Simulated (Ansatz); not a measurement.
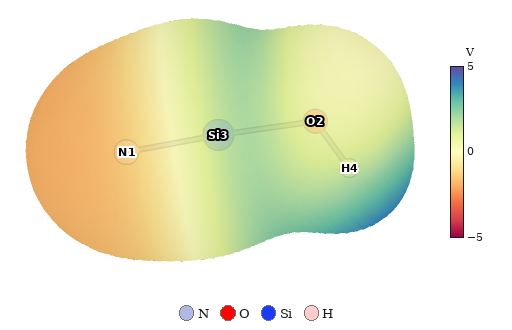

*HNOSi (SMILES N#[Si]O). The molecular electrostatic potential painted on the density surface at 0.002 e/bohr³, seen across its widest extent; red is negative and blue positive.*

Geometry: B3LYP/6-31G*.

The calculation used isolated molecule in a Gaussian basis; Kohn-Sham density functional theory, functional PBE0 in Ansatz.

```yaml
atoms:
  - { symbol: N, position_ang: [-2.6751, 1.3090, -2.3977] }
  - { symbol: O, position_ang: [-0.3413, -0.7951, -3.0606] }
  - { symbol: Si, position_ang: [-1.5117, 0.3007, -2.7027] }
  - { symbol: H, position_ang: [-0.5945, -1.5567, -3.6083] }
```

Question: Describe the electrostatic potential map.

Answer: The most negative region (about −1.9 V) lies over N1, the most positive (about +4.0 V) over H4. N1 is the likeliest acceptor of a hydrogen bond.

Question: How polar is the molecule by this calculation?

Answer: Its dipole moment is 5.20 D.
